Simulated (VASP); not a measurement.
Band structure of CuI (zinc blende). Level of theory: optB86b-vdW, VASP's PBE PAW potentials (set 64) (plane waves; VASP).

Unless said otherwise, spin-orbit coupling is left out, though it shifts the bands of the heavy elements here.

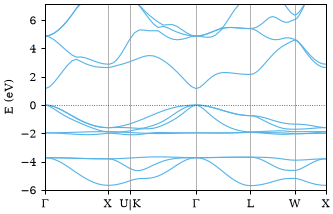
Fig. 1. Bands along high-symmetry lines, zero at the valence-band maximum or, without a gap, the Fermi level

Task: Read the plot: is there a gap, and where are the band edges?

Result: The gap is direct, 1.16 eV, from the valence maximum at Γ to the conduction minimum at Γ. (Edges off the drawn lines would not show.)

Measured: gap 3.12 eV (computed value off by -1.96 eV), as given by Abedi et al., (2022), arXiv:2211.14644.

The compound is CuI in the zinc blende structure. It was relaxed first.
